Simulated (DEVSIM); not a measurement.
Structure: illuminated Si p-on-n cell, one wavelength, at 300 K.

| layer (left to right) | material | thickness (μm) | Nd (cm⁻³) | Na (cm⁻³) | τn (s) | τp (s) | absorption coefficient (cm⁻¹) |
|---|---|---|---|---|---|---|---|
| 1 | Si | 0.0700 | - | 1.2e18 | 0.00022 | 0.0003 | 18000 |
| 2 | Si | 35.0 | 1e17 | - | 0.001 | 0.0003 | 18000 |

Left contact: ohmic, minority electron recombination velocity 200 cm/s. Right contact: ohmic, minority hole recombination velocity 3e6 cm/s. Voltage is applied to the left contact. Recombination: SRH at mid-gap, radiative, Auger. Gap narrowing is on: ΔEg = 6.92 meV × (l + √(l² + 0.5)), l = ln(N/1.3e17 cm⁻³), shared equally by both band edges. Light enters at the left, 5.5e16 photons cm⁻² s⁻¹, one pass, no reflection. Mobility is μmin + (μ − μmin)/(1 + (N/Nref)^α).

This is a model device: material constants are rounded textbook-type values typed into the input, and sizes, dopings and lifetimes were drawn at random. Values at 300 K.

```csv
parameter,Si
gap (eV),1.124
affinity (eV),4.05
permittivity,11.7
Nc (cm⁻³),2.86e19
Nv (cm⁻³),3.1e19
μn (cm²/Vs),1417
μp (cm²/Vs),470
"μn,min",52
"μp,min",45
"Nref,n",9.7e16
"Nref,p",2.2e17
αn,0.68
αp,0.72
B (cm³/s),4.7e-15
Cn (cm⁶/s),2.8e-31
Cp (cm⁶/s),9.9e-32
```

Simulated with DEVSIM: 1D drift-diffusion, Boltzmann statistics, complete ionisation; no tunnelling, impact ionisation, image-force lowering or self-heating.

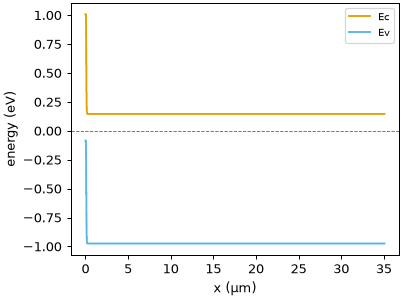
Band edges at zero bias, in the dark

Energies count from the Fermi level of the right contact; mesh points crowd at the junctions.

| x (μm) | Ec (eV) | Ev (eV) | n (cm⁻³) | p (cm⁻³) | field (V/cm) |
|---|---|---|---|---|---|
| 0.000 | 1.008 | -0.084 | 330 | 1.2e18 | ≈ 0 |
| 0.01872 | 1.008 | -0.084 | 330 | 1.2e18 | ≈ 0 |
| 0.03915 | 1.008 | -0.084 | 330 | 1.2e18 | -120 |
| 0.06008 | 0.998 | -0.095 | 500 | 7.9e17 | -27000 |
| 0.08517 | 0.716 | -0.405 | 2.7e7 | 4.9e12 | -130000 |
| 0.1244 | 0.326 | -0.794 | 9.5e13 | 1400000 | -69000 |
| 0.2027 | 0.147 | -0.973 | 9.5e16 | 1400 | -1000 |
| 0.4303 | 0.146 | -0.974 | 1.0e17 | 1300 | ≈ 0 |
| 0.8145 | 0.146 | -0.974 | 1.0e17 | 1300 | ≈ 0 |
| 1.521 | 0.146 | -0.974 | 1.0e17 | 1300 | ≈ 0 |
| 2.997 | 0.146 | -0.974 | 1.0e17 | 1300 | ≈ 0 |
| 7.280 | 0.146 | -0.974 | 1.0e17 | 1300 | ≈ 0 |
| 14.51 | 0.146 | -0.974 | 1.0e17 | 1300 | ≈ 0 |
| 24.35 | 0.146 | -0.974 | 1.0e17 | 1300 | ≈ 0 |
| 30.71 | 0.146 | -0.974 | 1.0e17 | 1300 | ≈ 0 |
| 32.90 | 0.146 | -0.974 | 1.0e17 | 1300 | ≈ 0 |
| 33.95 | 0.146 | -0.974 | 1.0e17 | 1300 | ≈ 0 |
| 34.52 | 0.146 | -0.974 | 1.0e17 | 1300 | ≈ 0 |
| 34.86 | 0.146 | -0.974 | 1.0e17 | 1300 | ≈ 0 |
| 34.98 | 0.146 | -0.974 | 1.0e17 | 1300 | ≈ 0 |
| 35.04 | 0.146 | -0.974 | 1.0e17 | 1300 | ≈ 0 |
| 35.07 | 0.146 | -0.974 | 1.0e17 | 1300 | ≈ 0 |
